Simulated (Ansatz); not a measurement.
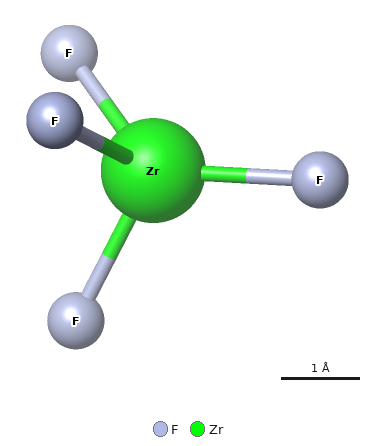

**Figure 1.** The structure as given in the input (ball-and-stick view, seen at a tilt). Sticks mark near contacts. Bond lengths as drawn: F–Zr 2.23 to 2.50 Å.

**ZrF4: geometry relaxation**

The run: geometry relaxation of ZrF4. Method and program: RKS PBE-D4/def2-SVP (Ansatz 0.2.0).

The geometry: force-field start.

## The program's output
```
Functional definition: PBE
  name "PBE"
  cite "Perdew, Burke & Ernzerhof, Phys. Rev. Lett. 77, 3865 (1996) doi:10.1103/PhysRevLett.77.3865"
  parent pbe
  parameter kappa = 0.804
  parameter beta = 0.06672455060314922
  exchange = pbe_x(kappa = kappa, mu = beta*pi^2/3)
  correlation = pbe_c(beta = beta)
870 factors; their error is unknown
mean field evaluation 1: about -12118.4685 eV, gradient 8.3e1 eV
mean field evaluation 2: about -11427.9620 eV, gradient 4.1e2 eV
mean field evaluation 4: about -12127.9151 eV, gradient 5.6e1 eV
mean field evaluation 8: about -12133.3494 eV, gradient 4.0e0 eV
mean field evaluation 16: about -12133.3393 eV, gradient 8.0e-4 eV
mean field -12133.33926367 eV, -445.8919936672 hartree, gradient 4.8e-5 eV, S^2 0.000000; 0 other end points of the search recorded, 0 dependent functions left out
the calculation of the forces begins
reference -12133.33934518 eV, -445.8919966626 hartree; 24, 24 occupied and 63, 63 virtual orbitals, 870 factors
relax step   1: F+E_penalty+E_count = -12133.41423426 eV  Δ(F+E_penalty+E_count) = +0.000e0 eV  max|allowed force component| = 4.686e0 eV/Å  Δτ_max = 0.0000 Å  (29 SCF iters, accepted)
these checks for a lower state are left out or cut short: starts, cluster_reference, orbital_swaps, neighbouring_geometries, increment
870 factors; their error is unknown
mean field -12137.02673794 eV, -446.0275058470 hartree, gradient 7.6e-5 eV, S^2 0.000000; 0 other end points of the search recorded, 0 dependent functions left out
the calculation of the forces begins
reference -12137.02681538 eV, -446.0275086930 hartree; 24, 24 occupied and 63, 63 virtual orbitals, 870 factors
relax step   2: F+E_penalty+E_count = -12137.10398530 eV  Δ(F+E_penalty+E_count) = -3.690e0 eV  max|allowed force component| = 3.977e0 eV/Å  Δτ_max = 0.1950 Å  (31 SCF iters, accepted)
these checks for a lower state are left out or cut short: starts, cluster_reference, orbital_swaps, neighbouring_geometries, increment
870 factors; their error is unknown
mean field -12138.84537950 eV, -446.0943396916 hartree, gradient 6.6e-5 eV, S^2 0.000000; 0 other end points of the search recorded, 0 dependent functions left out
the calculation of the forces begins
reference -12138.84545363 eV, -446.0943424161 hartree; 24, 24 occupied and 63, 63 virtual orbitals, 870 factors
relax step   3: F+E_penalty+E_count = -12138.92845032 eV  Δ(F+E_penalty+E_count) = -1.824e0 eV  max|allowed force component| = 1.427e0 eV/Å  Δτ_max = 0.1950 Å  (29 SCF iters, accepted)
these checks for a lower state are left out or cut short: starts, cluster_reference, orbital_swaps, neighbouring_geometries, increment
870 factors; their error is unknown
mean field evaluation 32: about -12138.6995 eV, gradient 1.2e1 eV
mean field -12139.08182479 eV, -446.1030288957 hartree, gradient 5.3e-5 eV, S^2 0.000000; 0 other end points of the search recorded, 0 dependent functions left out
the calculation of the forces begins
reference -12139.08189832 eV, -446.1030315982 hartree; 24, 24 occupied and 63, 63 virtual orbitals, 870 factors
relax step   4: F+E_penalty+E_count = -12139.16675017 eV  Δ(F+E_penalty+E_count) = -2.383e-1 eV  max|allowed force component| = 7.592e-2 eV/Å  Δτ_max = 0.2000 Å  (27 SCF iters, accepted)
these checks for a lower state are left out or cut short: starts, cluster_reference, orbital_swaps, neighbouring_geometries, increment
870 factors; their error is unknown
mean field -12139.08324121 eV, -446.1030809485 hartree, gradient 5.5e-5 eV, S^2 0.000000; 0 other end points of the search recorded, 0 dependent functions left out
the calculation of the forces begins
reference -12139.08331477 eV, -446.1030836518 hartree; 24, 24 occupied and 63, 63 virtual orbitals, 870 factors
relax step   5: F+E_penalty+E_count = -12139.16809343 eV  Δ(F+E_penalty+E_count) = -1.343e-3 eV  max|allowed force component| = 2.681e-3 eV/Å  Δτ_max = 0.0195 Å  (22 SCF iters, accepted)
```

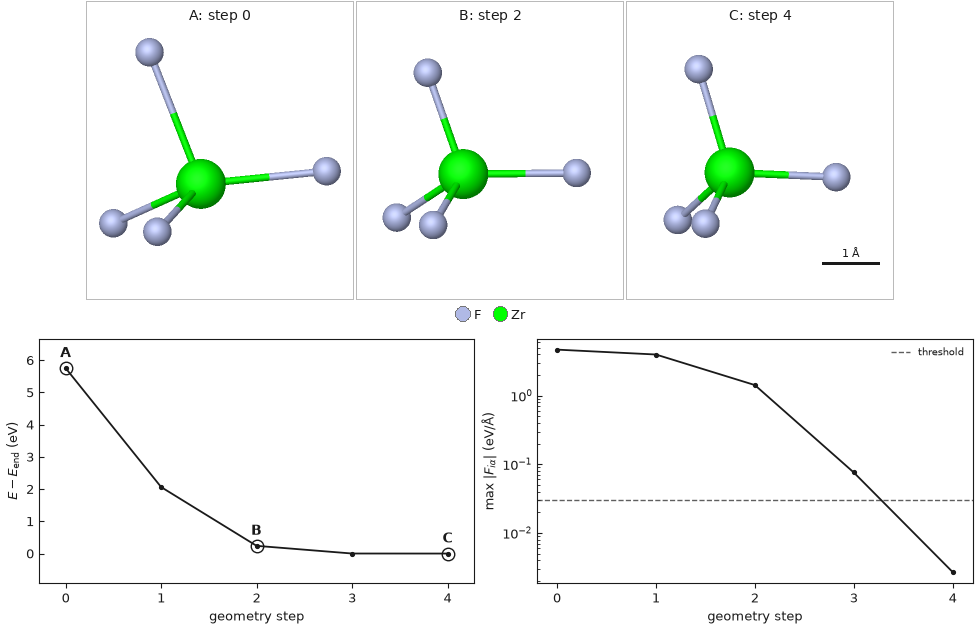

**Figure 2.** Frames of the relaxation (ball-and-stick view, seen at a tilt) above the curves, on which the letters mark them (the first geometry is step 0 here and step 1 in the log).

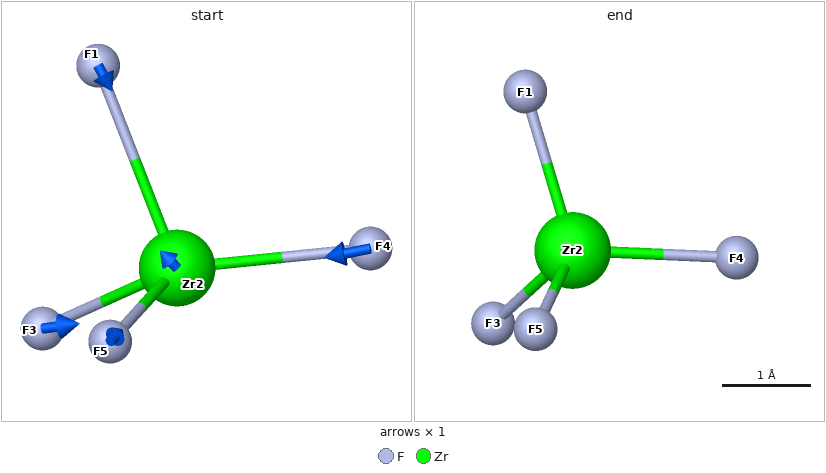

**Figure 3.** Before (left) and after (right) the relaxation, at one scale (ball-and-stick view, seen at a tilt). The blue arrows give the displacements, at true length. F4 moves most after the best rigid fit: 0.55 Å. Largest moves by element: F 0.55 Å, Zr 0.29 Å. Distances before and after: F1–Zr2 2.499 → 1.908 Å, Zr2–F3 2.294 → 1.908 Å, Zr2–F4 2.237 → 1.908 Å, Zr2–F5 2.226 → 1.908 Å. Among the angles that change: F3–Zr2–F4 130.5° → 109.5°, F1–Zr2–F3 94.4° → 109.4°, F1–Zr2–F5 100.1° → 109.5°. After 4 geometry steps the energy has fallen by 5.754 eV. Largest force component: 4.7 eV/Å at the start, 0.0027 eV/Å at the end. (Atoms are counted from 1 in the order of the input.)

```
870 factors; their error is unknown
mean field -12139.08324121 eV, -446.1030809485 hartree, gradient 5.5e-5 eV, S^2 0.000000; 1 other end points of the search recorded, 0 dependent functions left out
the calculation of the forces begins
reference -12139.08331477 eV, -446.1030836518 hartree; 24, 24 occupied and 63, 63 virtual orbitals, 870 factors
Total energy: -12139.16816699 eV, -446.1062019133 hartree
Atom 0 at    -0.906113    -0.145133     1.660432 Å, force    -0.001670     0.000175     0.002010 eV/Å
Atom 1 at     0.009935    -0.014950    -0.008581 Å, force     0.000186     0.000336     0.001250 eV/Å
Atom 2 at     1.646985    -0.991032     0.087565 Å, force     0.000929    -0.001983    -0.001536 eV/Å
Atom 3 at    -1.085133    -0.740009    -1.393232 Å, force     0.000550    -0.001209    -0.001048 eV/Å
Atom 4 at     0.384226     1.817525    -0.387583 Å, force     0.000005     0.002681    -0.000676 eV/Å
Dipole moment:    -0.000076    -0.000407    -0.000541 e Å
```

## Trajectory as extended XYZ (Å, eV, eV/Å), 5 frames, from step=1 to step=5
```
5
Properties=species:S:1:pos:R:3:forces:R:3 step=1 energy=-12133.41423
F    -0.9841   -0.2094    1.9872    1.7885   0.1955  -4.3405
Zr    0.0364   -0.0880   -0.2905   -0.0171   1.2142   3.2257
F     2.0256   -1.0317    0.3554   -4.1740   1.7940  -1.6981
F    -1.5349   -0.8295   -1.6994    3.4680   1.4823   2.8275
F     0.5069    2.0850   -0.3941   -1.0654  -4.6859  -0.0146
5
Properties=species:S:1:pos:R:3:forces:R:3 step=2 energy=-12137.10398
F    -0.9104   -0.2007    1.8069    1.7233   0.2814  -3.9772
Zr    0.0204   -0.0609   -0.1623   -0.3638   0.2887   2.4756
F     1.8654   -0.9641    0.2902   -3.2923   1.4291  -1.1404
F    -1.3941   -0.7697   -1.5822    2.7198   1.1994   2.4468
F     0.4686    1.9218   -0.3940   -0.7870  -3.1985   0.1952
5
Properties=species:S:1:pos:R:3:forces:R:3 step=3 energy=-12138.92845
F    -0.8310   -0.1848    1.6295   -0.0784   0.0275  -0.1470
Zr   -0.0019   -0.0638   -0.0745    0.1400   0.1488  -0.8290
F     1.7320   -0.9086    0.2528   -1.1463   0.3265  -0.4779
F    -1.2852   -0.7219   -1.4729    1.4268   0.5366   1.3541
F     0.4361    1.8055   -0.3763   -0.3421  -1.0394   0.0998
5
Properties=species:S:1:pos:R:3:forces:R:3 step=4 energy=-12139.16675
F    -0.8974   -0.1483    1.6537   -0.0561  -0.0050   0.0759
Zr    0.0085   -0.0203   -0.0167    0.0180   0.0133  -0.0044
F     1.6521   -0.9806    0.1032    0.0230  -0.0431  -0.0323
F    -1.1010   -0.7351   -1.3961    0.0131  -0.0220  -0.0182
F     0.3878    1.8109   -0.3855    0.0020   0.0568  -0.0210
5
Properties=species:S:1:pos:R:3:forces:R:3 step=5 energy=-12139.16809
F    -0.9061   -0.1451    1.6604   -0.0017   0.0002   0.0020
Zr    0.0099   -0.0149   -0.0086    0.0002   0.0003   0.0013
F     1.6470   -0.9910    0.0876    0.0009  -0.0020  -0.0015
F    -1.0851   -0.7400   -1.3932    0.0006  -0.0012  -0.0010
F     0.3842    1.8175   -0.3876    0.0000   0.0027  -0.0007
```

The run was set up as follows.

## The input
```yaml
crystal:
  periodic: [false, false, false]
  atoms:
    - {symbol: F, position_ang: [-0.984100, -0.209400, 1.987200]}
    - {symbol: Zr, position_ang: [0.036400, -0.088000, -0.290500]}
    - {symbol: F, position_ang: [2.025600, -1.031700, 0.355400]}
    - {symbol: F, position_ang: [-1.534900, -0.829500, -1.699400]}
    - {symbol: F, position_ang: [0.506900, 2.085000, -0.394100]}
basis:
  gaussian: {orbitals: def2-SVP}
hamiltonian: {xc: pbe, dispersion: d4}
relax: {f_tol: 0.03, max_steps: 200}
```

Launch command:
```bash
ansatz run in.yaml --threads 4 --pin off --events-out ev --progress --plain --max-ram 10444MiB
```

## Summary

| quantity | value |
| --- | --- |
| outcome | converged |
| total energy | −12139.1682 eV |
| mean-field energy | −12139.0833 eV |
| dispersion energy | −0.0849 eV |
| SCF solution under orbital rotations | stable |
| largest force (length of the vector) at the end | 0.003 eV/Å |
| dipole moment | 0.00 D |
| hardware | 4 threads of Arm Neoverse V2, 23 GiB of memory available, shared host |
| wall time | 4 s (CPU time 14 s) |
| peak memory | 0.16 GiB |
